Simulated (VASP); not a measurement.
Band structure of Mg₂Ge (space group Fm-3m). All values below come from LDA (Ceperley-Alder, Perdew-Zunger), VASP's LDA PAW potentials (set 64) (plane waves; VASP).

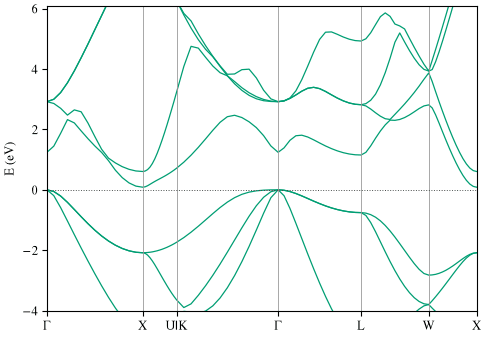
Figure: Bands along high-symmetry lines, zero at the valence-band maximum or, without a gap, the Fermi level

Q: Read the plot: is there a gap, and where are the band edges?

A: The gap is indirect, 0.09 eV, from the valence maximum at Γ to the conduction minimum at X. (Edges off the drawn lines would not show.)

The structure comes from a computed database's Mg2Ge entry (Fm-3m); how it stands against other phases isn't given here. It was relaxed first.
